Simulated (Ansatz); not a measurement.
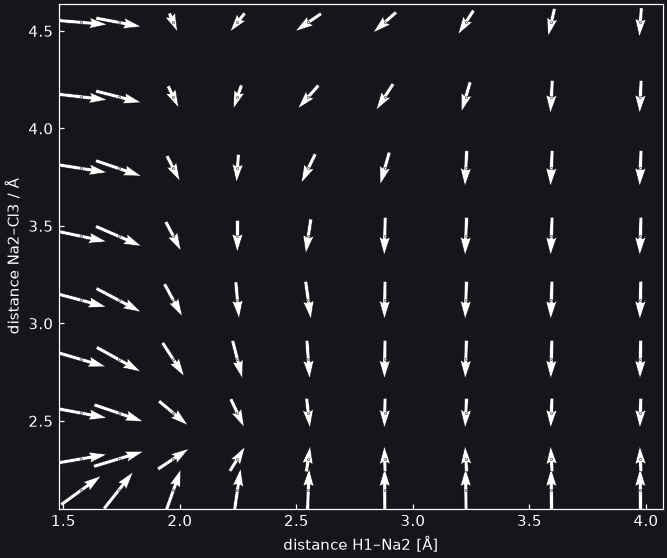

The system H + NaCl, spin multiplicity 2. Coordinates scanned: (1) distance H1–Na2; (2) distance Na2–Cl3. Nothing is relaxed (the angle H1–Na2–Cl3 is fixed at 180 degrees). The grid has 9 × 9 points. Computed with UKS PBE0-D4/def2-SVPD in Ansatz.

In the figure: dots at the grid points, arrows along the force (downhill), their lengths compressed.

> The arrows alone are given. Where is the energy lowest?

The arrows converge at about distance H1–Na2 = 2.798 Å, distance Na2–Cl3 = 2.383 Å (read from the interpolated surface).

The energy map of the same scan:

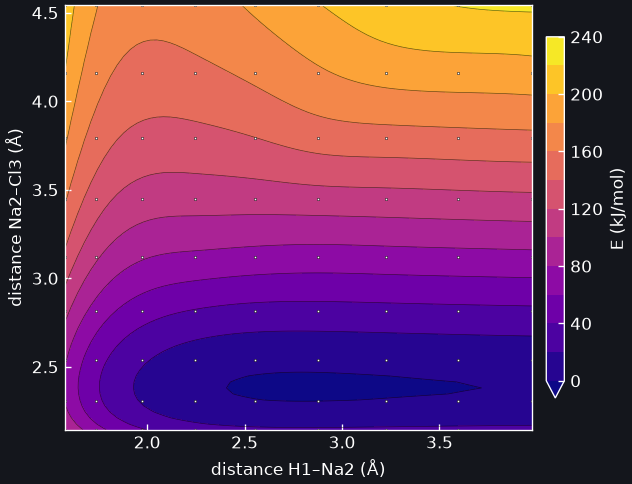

Energies are in kJ/mol, from the lowest grid point; between grid points the surface is interpolated.
